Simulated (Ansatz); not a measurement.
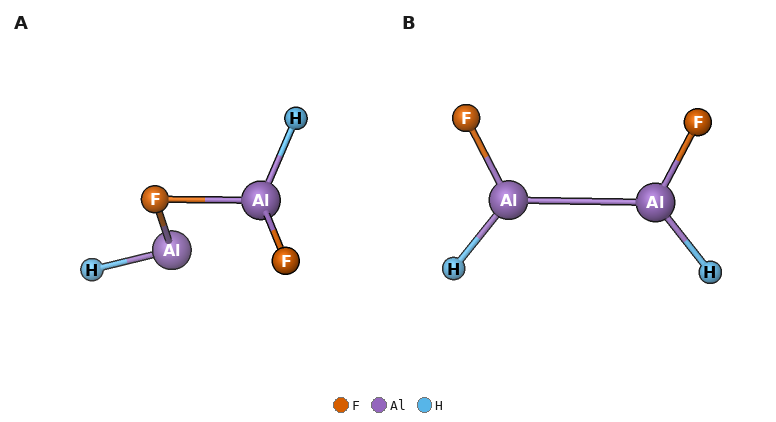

2 stationary structures of one formula. Geometries: PBE0-D4/def2-TZVP. Electronic energies: RHF-CCSD(T) (frozen core)/def2-TZVPP (Ansatz 0.2.0), without zero-point energy. No frequency run is at hand to confirm each as a minimum. Each is one conformer, not always the lowest.

### Rank them by energy, lowest first.

B is lowest (C2v); A lies 27.6 kJ/mol above it (C1).
